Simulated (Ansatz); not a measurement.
```yaml
atoms:
  - { symbol: Ta, position_ang: [-0.0373, 0.0000, 0.0000] }
  - { symbol: F, position_ang: [1.8125, 0.0000, 0.0000] }
  - { symbol: Cl, position_ang: [0.0930, 0.0000, 2.3394] }
  - { symbol: Cl, position_ang: [0.0930, 0.0000, -2.3394] }
  - { symbol: Cl, position_ang: [-1.2506, 1.9471, 0.0000] }
  - { symbol: Cl, position_ang: [-1.2506, -1.9471, 0.0000] }
```

Core potentials replace the inner electrons of Ta.

Method: Ansatz 0.2.0, RHF/def2-SVP.

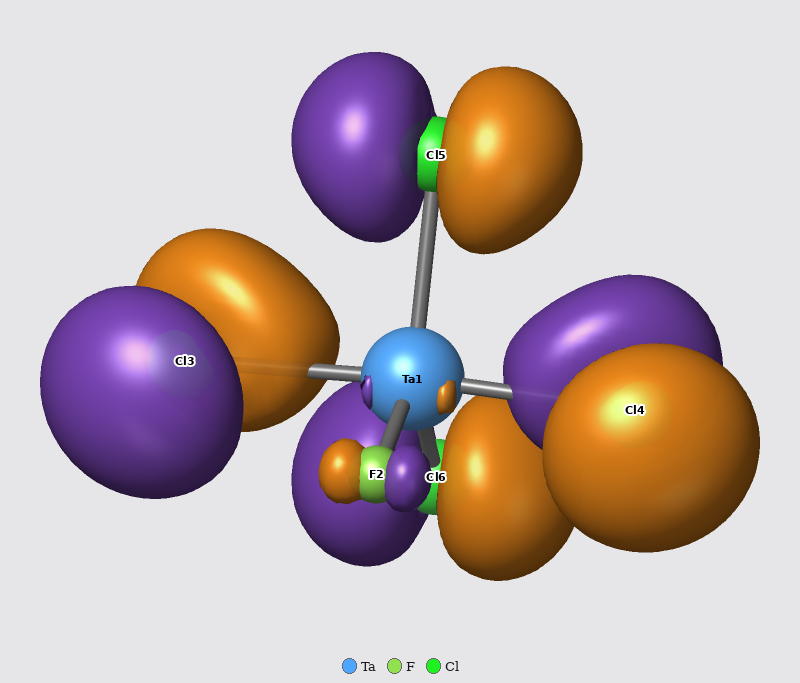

Cl4FTa. The HOMO−1 at ±0.08 Å⁻³ᐟ² (orange and purple are the two phases), seen at a tilt.

**Where does this orbital lie, and at what energy?**

By Hirshfeld shares it lies mainly on Cl4 (about 30 %), Cl3 (about 30 %), Cl6 (about 15 %) and Cl5 (about 15 %); largely a combination of lone pairs on Cl4, Cl3, Cl6 and Cl5. Its energy is −12.81 eV.
